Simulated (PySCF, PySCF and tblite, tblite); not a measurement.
# CH₁₀FNSi₃: a scan of pyramidal angle, part 3 of 3

PySCF and tblite. Atoms count from 0.

## 11. Shieldings, coordinate held at -3.6: PBE0/pcSseg-1 in cyclohexane

Job settings and geometry (Å):

```
{"job": {"kind": "nmr", "xc": "PBE0", "basis": "pcSseg-1", "solvent": "cyclohexane", "every": 1, "pop": false}, "charge": 0, "multiplicity": 1}
C      1.699058    -0.760561     0.606097
Si     1.370209    -0.651064    -1.253585
N     -0.170891     0.093781    -1.532248
Si    -1.170629     1.145622    -0.573369
Si    -1.634476     0.288632     1.511944
F     -2.990344     1.023145     2.007238
H      1.699608     0.221060     1.069623
H      0.950142    -1.363790     1.110321
H      2.667825    -1.212658     0.794702
H      1.310166    -1.988324    -1.857405
H      2.429307     0.143504    -1.894119
H     -0.607408    -0.214083    -2.384417
H     -0.492703     2.454334    -0.492284
H     -2.370311     1.334918    -1.405879
H     -0.708595     0.617233     2.597163
H     -1.992493    -1.124627     1.644229
```

Log:

```text
coarse grid: 14312 points
cycle   1  E = -1066.5241488975  dE =  2.185e-01  |g| = 7.273e-01  |ddm| = 3.515e+00
cycle   2  E = -1066.4199395897  dE =  1.042e-01  |g| = 1.066e+00  |ddm| = 1.400e+00
cycle   3  E = -1066.6231642082  dE = -2.032e-01  |g| = 6.903e-02  |ddm| = 8.911e-01
cycle   4  E = -1066.6239544892  dE = -7.903e-04  |g| = 3.031e-02  |ddm| = 7.491e-02
cycle   5  E = -1066.6241776089  dE = -2.231e-04  |g| = 4.850e-03  |ddm| = 2.645e-02
cycle   6  E = -1066.6241821789  dE = -4.570e-06  |g| = 1.470e-03  |ddm| = 5.085e-03
final grid: 123304 points
cycle   7  E = -1066.6592169427  dE = -2.305e-05  |g| = 5.609e-03  |ddm| = 1.633e-02
cycle   8  E = -1066.6592134823  dE =  3.460e-06  |g| = 6.776e-03  |ddm| = 9.570e-03
cycle   9  E = -1066.6592239884  dE = -1.051e-05  |g| = 5.644e-04  |ddm| = 5.393e-03
cycle  10  E = -1066.6592240371  dE = -4.867e-08  |g| = 2.392e-04  |ddm| = 6.205e-04
cycle  11  E = -1066.6592240496  dE = -1.253e-08  |g| = 3.121e-05  |ddm| = 1.960e-04
cycle  12  E = -1066.6592240498  dE = -1.646e-10  |g| = 1.338e-05  |ddm| = 4.611e-05
converged SCF energy = -1066.6592240498

GIAO shielding tensors (ppm)
atom      isotropic    diamagn.    paramagn.     s11        s22        s33       span
  0 C      191.225     257.261     -66.036    182.461    193.261    197.952     15.491
  1 Si     379.952     880.363    -500.411    337.923    372.706    429.227     91.304
  2 N      278.453     325.340     -46.887    249.789    256.839    328.730     78.941
  3 Si     405.672     880.430    -474.758    355.200    391.781    470.037    114.837
  4 Si     345.670     877.194    -531.524    275.717    317.572    443.721    168.003
  5 F      432.560     463.726     -31.166    381.896    449.988    465.797     83.902
  6 H       31.455      33.757      -2.302     27.630     29.702     37.034      9.404
  7 H       32.052      33.912      -1.859     27.801     30.172     38.184     10.383
  8 H       31.516      29.362       2.154     27.071     27.639     39.838     12.767
  9 H       26.954      29.327      -2.373     23.245     25.252     32.363      9.118
 10 H       26.823      28.816      -1.993     22.809     25.115     32.545      9.736
 11 H       32.145      31.615       0.529     21.764     29.183     45.486     23.723
 12 H       26.547      29.658      -3.111     22.546     25.136     31.961      9.415
 13 H       26.521      29.092      -2.571     23.078     25.400     31.084      8.006
 14 H       26.129      29.990      -3.861     22.173     26.995     29.218      7.045
 15 H       26.148      29.882      -3.734     22.505     26.656     29.281      6.777
```

It took 35 s on 1 thread of Intel Xeon Platinum 8259CL at 2.50GHz, shared host; peak memory 0.9 GiB.

In short: HOMO -7.14 eV, LUMO -0.88 eV; dipole 2.32 D.

## 12. Shieldings, coordinate held at 4.2: PBE0/pcSseg-1 in cyclohexane

Job settings and geometry (Å):

```
{"job": {"kind": "nmr", "xc": "PBE0", "basis": "pcSseg-1", "solvent": "cyclohexane", "every": 1, "pop": false}, "charge": 0, "multiplicity": 1}
C      1.699123    -0.768109     0.612265
Si     1.365507    -0.655807    -1.245885
N     -0.200222     0.041351    -1.506364
Si    -1.174192     1.141030    -0.575506
Si    -1.632388     0.295774     1.513665
F     -2.983881     1.038363     2.009641
H      1.698003     0.213205     1.076233
H      0.955899    -1.374386     1.120889
H      2.670525    -1.216953     0.795365
H      1.337581    -1.988370    -1.861554
H      2.405569     0.167461    -1.882982
H     -0.569225    -0.155688    -2.421414
H     -0.489127     2.447932    -0.507321
H     -2.371938     1.336314    -1.409429
H     -0.704760     0.628592     2.595872
H     -1.994281    -1.115223     1.656146
```

Log:

```text
coarse grid: 14312 points
cycle   1  E = -1066.5246403003  dE =  2.196e-01  |g| = 7.268e-01  |ddm| = 3.516e+00
cycle   2  E = -1066.4211281260  dE =  1.035e-01  |g| = 1.064e+00  |ddm| = 1.399e+00
cycle   3  E = -1066.6234491681  dE = -2.023e-01  |g| = 6.857e-02  |ddm| = 8.899e-01
cycle   4  E = -1066.6242250737  dE = -7.759e-04  |g| = 3.022e-02  |ddm| = 7.486e-02
cycle   5  E = -1066.6244464692  dE = -2.214e-04  |g| = 4.786e-03  |ddm| = 2.624e-02
cycle   6  E = -1066.6244509912  dE = -4.522e-06  |g| = 1.384e-03  |ddm| = 5.016e-03
final grid: 123304 points
cycle   7  E = -1066.6595231991  dE = -2.300e-05  |g| = 5.707e-03  |ddm| = 1.659e-02
cycle   8  E = -1066.6595194147  dE =  3.784e-06  |g| = 6.964e-03  |ddm| = 9.865e-03
cycle   9  E = -1066.6595304998  dE = -1.109e-05  |g| = 6.006e-04  |ddm| = 5.591e-03
cycle  10  E = -1066.6595305578  dE = -5.796e-08  |g| = 2.415e-04  |ddm| = 6.558e-04
cycle  11  E = -1066.6595305707  dE = -1.288e-08  |g| = 3.103e-05  |ddm| = 1.978e-04
cycle  12  E = -1066.6595305708  dE = -1.535e-10  |g| = 1.328e-05  |ddm| = 4.546e-05
converged SCF energy = -1066.6595305708

GIAO shielding tensors (ppm)
atom      isotropic    diamagn.    paramagn.     s11        s22        s33       span
  0 C      191.935     257.135     -65.200    183.790    193.652    198.362     14.573
  1 Si     380.289     880.377    -500.088    340.501    370.323    430.042     89.541
  2 N      276.922     324.982     -48.061    247.788    254.652    328.325     80.538
  3 Si     405.892     880.471    -474.579    356.267    390.151    471.257    114.990
  4 Si     344.382     877.112    -532.730    273.899    316.685    442.562    168.663
  5 F      432.715     463.655     -30.940    381.393    450.408    466.343     84.950
  6 H       31.474      33.731      -2.257     27.607     29.682     37.134      9.528
  7 H       32.024      33.803      -1.779     27.712     30.146     38.214     10.502
  8 H       31.513      29.305       2.208     27.064     27.631     39.844     12.779
  9 H       26.954      29.274      -2.321     23.203     25.202     32.456      9.253
 10 H       26.824      28.876      -2.052     22.910     25.063     32.499      9.589
 11 H       32.192      31.368       0.824     21.750     29.240     45.587     23.837
 12 H       26.551      29.683      -3.131     22.612     25.051     31.991      9.379
 13 H       26.524      29.103      -2.579     23.138     25.331     31.104      7.965
 14 H       26.104      29.938      -3.834     22.132     26.988     29.193      7.062
 15 H       26.116      29.795      -3.679     22.466     26.632     29.249      6.782
```

Wall time 36 s (1 thread of Intel Xeon Platinum 8259CL at 2.50GHz, shared host); peak memory 0.99 GiB.

This run: HOMO -7.17 eV, LUMO -0.89 eV; dipole 2.36 D.

## 13. Shieldings, coordinate held at 11.3: PBE0/pcSseg-1 in cyclohexane

Job settings and geometry (Å):

```
{"job": {"kind": "nmr", "xc": "PBE0", "basis": "pcSseg-1", "solvent": "cyclohexane", "every": 1, "pop": false}, "charge": 0, "multiplicity": 1}
C      1.697623    -0.770076     0.615280
Si     1.358821    -0.660300    -1.241596
N     -0.232555    -0.013136    -1.482258
Si    -1.172615     1.135931    -0.574449
Si    -1.629018     0.295965     1.515390
F     -2.978758     1.041701     2.011143
H      1.697712     0.211416     1.079676
H      0.954695    -1.377714     1.122757
H      2.669462    -1.217675     0.798352
H      1.354694    -1.988650    -1.866759
H      2.378609     0.188608    -1.878557
H     -0.539496    -0.109663    -2.436309
H     -0.476146     2.438677    -0.525960
H     -2.368055     1.341739    -1.409324
H     -0.701570     0.625493     2.598507
H     -1.995134    -1.113984     1.652857
```

Log:

```text
coarse grid: 14312 points
cycle   1  E = -1066.5247062552  dE =  2.205e-01  |g| = 7.263e-01  |ddm| = 3.516e+00
cycle   2  E = -1066.4215283610  dE =  1.032e-01  |g| = 1.063e+00  |ddm| = 1.401e+00
cycle   3  E = -1066.6233619357  dE = -2.018e-01  |g| = 6.843e-02  |ddm| = 8.910e-01
cycle   4  E = -1066.6241347423  dE = -7.728e-04  |g| = 3.018e-02  |ddm| = 7.512e-02
cycle   5  E = -1066.6243554153  dE = -2.207e-04  |g| = 4.851e-03  |ddm| = 2.619e-02
cycle   6  E = -1066.6243600404  dE = -4.625e-06  |g| = 1.416e-03  |ddm| = 5.037e-03
final grid: 123304 points
cycle   7  E = -1066.6593825660  dE = -2.255e-05  |g| = 5.745e-03  |ddm| = 1.630e-02
cycle   8  E = -1066.6593786083  dE =  3.958e-06  |g| = 7.053e-03  |ddm| = 9.913e-03
cycle   9  E = -1066.6593899271  dE = -1.132e-05  |g| = 6.193e-04  |ddm| = 5.678e-03
cycle  10  E = -1066.6593899899  dE = -6.275e-08  |g| = 2.407e-04  |ddm| = 6.663e-04
cycle  11  E = -1066.6593900027  dE = -1.286e-08  |g| = 3.074e-05  |ddm| = 1.991e-04
cycle  12  E = -1066.6593900029  dE = -1.432e-10  |g| = 1.363e-05  |ddm| = 4.335e-05
converged SCF energy = -1066.6593900029

GIAO shielding tensors (ppm)
atom      isotropic    diamagn.    paramagn.     s11        s22        s33       span
  0 C      192.365     257.052     -64.687    184.691    193.905    198.500     13.808
  1 Si     380.007     880.410    -500.403    342.219    367.608    430.193     87.974
  2 N      274.781     324.486     -49.705    244.925    253.317    326.101     81.176
  3 Si     405.570     880.537    -474.968    357.064    387.400    472.246    115.182
  4 Si     343.229     877.049    -533.820    272.289    315.967    441.431    169.142
  5 F      432.306     463.593     -31.287    380.551    450.114    466.252     85.702
  6 H       31.479      33.693      -2.214     27.574     29.678     37.185      9.611
  7 H       32.012      33.740      -1.727     27.664     30.153     38.220     10.556
  8 H       31.509      29.274       2.236     27.059     27.619     39.850     12.791
  9 H       26.953      29.232      -2.279     23.160     25.155     32.543      9.382
 10 H       26.832      28.951      -2.119     23.019     25.029     32.448      9.429
 11 H       32.243      31.191       1.052     21.772     29.374     45.583     23.811
 12 H       26.573      29.735      -3.162     22.733     24.983     32.002      9.269
 13 H       26.536      29.140      -2.604     23.181     25.268     31.160      7.979
 14 H       26.086      29.888      -3.802     22.103     26.990     29.166      7.063
 15 H       26.092      29.731      -3.639     22.431     26.626     29.219      6.788
```

It took 37 s on 1 thread of Intel Xeon Platinum 8259CL at 2.50GHz, shared host; peak memory 0.91 GiB.

In short: HOMO -7.23 eV, LUMO -0.89 eV; dipole 2.42 D.

## 14. The scan in numbers

Job settings and geometry (Å):

```
{"job": {"smiles": "C[SiH2]N[SiH2][SiH2]F", "charge": 0, "mult": 1, "motion": "pyramidal angle", "what": "nitrogen", "atoms": [2], "drives": [{"terms": [["t", [11, 1, 3, 2], 0.3333333333333333], ["t", [1, 3, 11, 2], 0.3333333333333333], ["t", [3, 11, 1, 2], 0.3333333333333333]], "values": [-1.3, -1, -0.7, -0.35, 0, 0.35, 0.7, 1, 1.3], "scaled": true}], "study": "scan", "seed": 871, "jobs": [{"kind": "nmr", "xc": "PBE0", "basis": "pcSseg-1", "solvent": "cyclohexane", "every": 1}], "xc": "PBE0", "basis": "pcSseg-1", "kind": "scan"}, "charge": 0, "multiplicity": 1}
C      1.693338    -0.771570     0.617587
Si     1.355528    -0.662520    -1.239649
N     -0.234305    -0.012847    -1.483854
Si    -1.173989     1.135680    -0.575200
Si    -1.628581     0.294010     1.514615
F     -2.978154     1.038597     2.013234
H      1.690983     0.210287     1.080765
H      0.951393    -1.379405     1.126037
H      2.666120    -1.217390     0.800497
H      1.353467    -1.989875    -1.866934
H      2.377525     0.185303    -1.875192
H     -0.538622    -0.107032    -2.438973
H     -0.477325     2.437952    -0.525128
H     -2.370146     1.343432    -1.407820
H     -0.699793     0.620563     2.598275
H     -1.995038    -1.116241     1.650330
```

Log:

```text
coordinate    xTB      DFT (kcal/mol)
   -14.20    1.189    0.623
   -10.90    0.931    0.487
    -7.60    0.707    0.277
    -3.60    0.545    0.220
     0.30    0.319    0.106
     4.20    0.146    0.025
     8.10    0.034    0.000
    11.30    0.000    0.096
    14.60    0.038    0.214
```

Run time: 5.9 min. Hardware: 1 thread of Intel Xeon Platinum 8259CL at 2.50GHz, shared host; peak memory 0.99 GiB. This counts the whole study up to here.

Shieldings (ppm) of atoms that vary much, hydrogens weighed ten times:

```tsv
coordinate (°)	DFT energy (kcal/mol)	N2	Si4	C0	Si3	H15
-14.2	0.62	278.2	346.6	189.5	404.3	26.22
-10.9	0.49	278.9	346.2	190.2	404.8	26.19
-7.6	0.28	279.2	345.9	190.4	405.1	26.18
-3.6	0.22	278.5	345.7	191.2	405.7	26.15
0.3	0.11	277.9	345.0	191.6	405.9	26.13
4.2	0.03	276.9	344.4	191.9	405.9	26.12
8.1	0.00	275.9	343.7	192.2	405.8	26.11
11.3	0.10	274.8	343.2	192.4	405.6	26.09
14.6	0.21	273.8	342.6	192.6	405.3	26.08
```

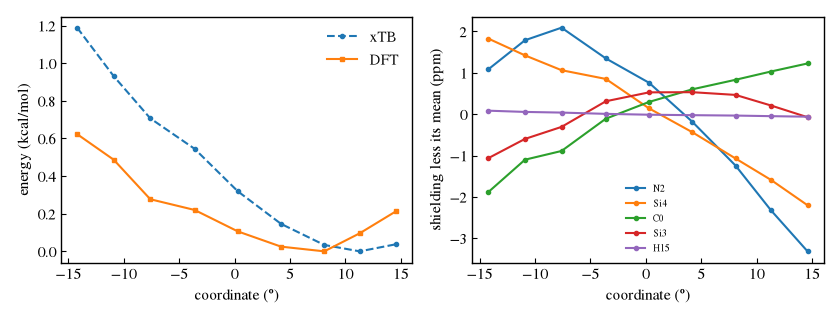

Energy and shieldings along the coordinate.

## 15. Summary of results

What follows sums up all 3 parts.

| quantity | value |
| --- | --- |
| energy range along the scan | DFT 0.62, xTB 1.19 kcal/mol |
| range of σ(N2) | 273.8 to 279.2 ppm |

What this shows: The DFT energy changes by 0.62 kcal/mol over the points computed, against kT of 0.59 kcal/mol at 298 K.
